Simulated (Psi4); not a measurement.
**Two attempts at CH4BN (SMILES [BH3-][N+]#C)**

Wanted: the energy in a field of CH4BN, HF-D4/pcSseg-2 (density fitting, IEF-PCM dichloromethane, dipole perturbation λ (added as +λ·μ, a field of −λ) (0, -0.005, 0) a.u.).

The results are computed with Psi4 1.11.

4 further runs of the same task are left out: 4 set aside as unsound or not needed.

### Step 1. The system as given

CH4BN has 7 atoms, charge 0, and is taken as a singlet. SMILES: `[BH3-][N+]#C`. The coordinates come from a GFN2-xTB relaxation.

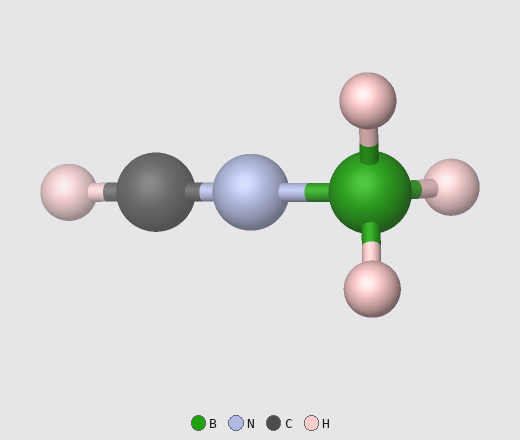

Viewed from a chosen angle; boron green, nitrogen light blue, carbon dark grey, hydrogen pink.

### Step 2. First attempt

The input, job.py:

```python
import psi4

psi4.set_memory(1600000000)
psi4.set_num_threads(1)
psi4.core.set_output_file('run.log', False)

molecule = psi4.geometry("""
0 2
B     -0.679270     0.619350    -0.271430
N      0.343100    -0.317340     0.137940
C      1.158210    -1.058740     0.463380
H     -1.600190    -0.041380    -0.638300
H     -0.196850     1.266380    -1.147890
H     -0.931780     1.266950     0.696120
H      1.906790    -1.735220     0.760180
symmetry c1
no_reorient
no_com
""")

psi4.set_options({
    'scf_type': 'mem_df',
    'perturb_h': True,
    'perturb_with': 'dipole',
    'perturb_dipole': [0.0, -0.005, 0.0],
    'pcm': True,
})
psi4.pcm_helper("""
  Units = Angstrom
  Medium {
    SolverType = IEFPCM
    Solvent = Methylenechloride
  }
  Cavity {
    Type = GePol
    RadiiSet = UFF
    Scaling = False
    Area = 0.5
    Mode = Implicit
  }
""")

e, wfn = psi4.energy("hf-d4/pcSseg-2", molecule=molecule, return_wfn=True)
print(f'total energy {e:.8f} hartree = {e * 27.211386:.5f} eV')
```

Run with:

```
python job.py
```

stdout:

```text
qcelemental.exceptions.ValidationError: Inconsistent or unspecified chg/mult: sys chg: None, frag chg: [0.0], sys mult: None, frag mult: [2]
```

Wall time 0.64 s (1 thread of AMD EPYC 9R45 (Zen 5), shared host); peak memory 0.13 GiB.

### Step 3. What went wrong

The program refused the input.

The telling line is `qcelemental.exceptions.ValidationError: Inconsistent or unspecified chg/mult: sys chg: None, frag chg: [0.0], sys mult: None, frag mult: [2]`. What is wrong: the spin state typed doesn't suit the molecule. To mend it: multiplicity 1 in place of 2.

### Step 4. The mended input

The input, job.py:

```python
import psi4

psi4.set_memory('1600 MB')
psi4.set_num_threads(1)
psi4.set_output_file('output.dat', False)

geom = psi4.geometry("""
B     -0.679270     0.619350    -0.271430
N      0.343100    -0.317340     0.137940
C      1.158210    -1.058740     0.463380
H     -1.600190    -0.041380    -0.638300
H     -0.196850     1.266380    -1.147890
H     -0.931780     1.266950     0.696120
H      1.906790    -1.735220     0.760180
units angstrom
symmetry c1
no_reorient
no_com
""")

options = {'scf_type': 'mem_df', 'perturb_h': True, 'perturb_with': 'dipole', 'perturb_dipole': [0.0, -0.005, 0.0], 'pcm': True}
psi4.set_options(options)
psi4.pcm_helper("""
  Units = Angstrom
  Medium {
    SolverType = IEFPCM
    Solvent = Methylenechloride
  }
  Cavity {
    Type = GePol
    RadiiSet = UFF
    Scaling = False
    Area = 0.5
    Mode = Implicit
  }
""")

energy_value, wavefunction = psi4.energy("hf-d4/pcSseg-2", return_wfn=True)
print(f'hf-d4/pcSseg-2 energy: {energy_value:.10f} Eh')
```

Run with:

```
python job.py
```

output.dat:

```text
[...]
  Running in c1 symmetry.
[...]
  Nuclear repulsion =   59.896036251073198
[...]
  Multiplicity = 1
[...]
  Nalpha       = 11
  Nbeta        = 11
[...]
    Number of basis functions: 164
[...]
   @DF-RHF iter   1:  -119.23412121068206   -8.50554e-01   2.39885e-03 DIIS/ADIIS
[...]
   @DF-RHF iter   7:  -119.32581174121216   -3.63463e-07   4.35311e-07 DIIS
[...]
    Orbital Energies [Eh]
    ---------------------
    Doubly Occupied:
       1A    -15.661923     2A    -11.352215     3A     -7.526021
       4A     -1.313296     5A     -0.904873     6A     -0.812278
       7A     -0.592298     8A     -0.592043     9A     -0.569862
      10A     -0.420594    11A     -0.417599
[...]
  @DF-RHF Final Energy:  -119.32581174121216
   => Energetics <=
    Nuclear Repulsion Energy =             59.8960362510731983
    One-Electron Energy =                -277.9808721997653720
    Two-Electron Energy =                  98.7915163620254191
    PCM Polarization Energy =              -0.0203276656141483
    Total Energy =                       -119.3258117412121635
[...]
 Multipole Moments:
 ------------------------------------------------------------------------------------
     Multipole            Electronic (a.u.)      Nuclear  (a.u.)        Total (a.u.)
 ------------------------------------------------------------------------------------
 L = 1.  Multiply by 2.5417464519 to convert [e a0] to [Debye]
 Dipole X            :         -7.4708038            9.6991705            2.2283667
 Dipole Y            :          7.0531538           -8.9201498           -1.8669961
 Dipole Z            :         -3.0011658            3.8906059            0.8894402
 Magnitude           :                                                    3.0401310
[...]
```

The script printed:

```text
hf-d4/pcSseg-2 energy: -119.3258117412 Eh
```

Wall time 4.8 s (1 thread of AMD EPYC 9R45 (Zen 5), shared host); peak memory 0.27 GiB.

### Step 5. Outcome

At HF-D4/pcSseg-2 (density fitting, IEF-PCM dichloromethane, dipole perturbation λ (added as +λ·μ, a field of −λ) (0, -0.005, 0) a.u.):

| quantity | value |
| --- | --- |
| total energy | -119.32581 Eh |
| dipole moment | 7.73 D |
| HOMO–LUMO gap | 13.85 eV |
| dispersion energy | -31.94 kJ/mol |
| solvent term in the energy | -53.4 kJ/mol |
